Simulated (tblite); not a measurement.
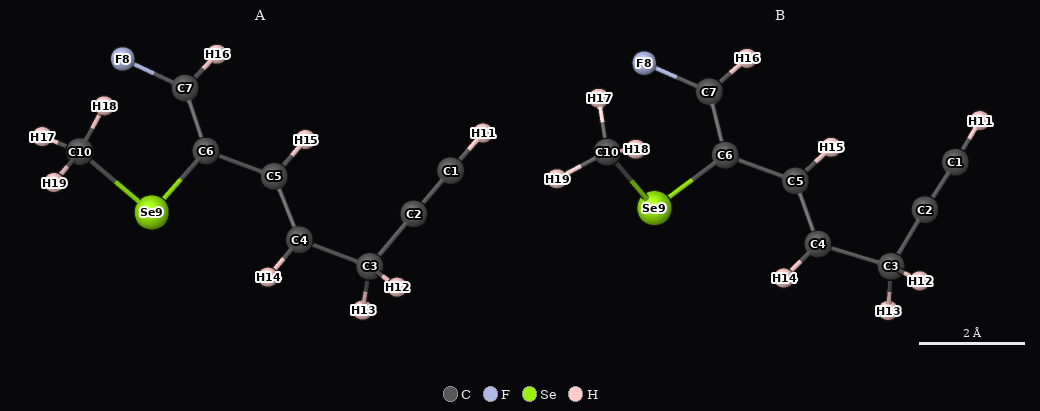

Two geometries of C$_{8}$H$_{9}$FSe, drawn at one scale. One is the start of a relaxation, the other its converged end. A ball-and-stick model, seen at a tilt.

Theory: tblite 0.8.0, GFN2-xTB geometry optimisation, gas phase. 

Which geometry has the lower energy?

Structure A is the relaxed one. H17 moves most after the best rigid fit: 1.12 Å. Largest moves by element: H 1.12 Å, Se 0.58 Å, F 0.36 Å, C 0.33 Å. Near-neighbour distances that change, for instance: C10–H17 1.127 → 1.085 Å, C4–H14 1.055 → 1.085 Å, C7–F8 1.370 → 1.345 Å, C1–C2 1.221 → 1.196 Å. Among the angles between lasting bonds that change: C6–Se9–C10 111.5° → 103.9°, C5–C6–Se9 123.6° → 116.5°, C2–C3–C4 107.3° → 114.1°. Groups turn about C6–Se9 by about 30°, Se9–C10 by about 30°. Over 168 geometry steps the energy falls by 10.3 kcal/mol.
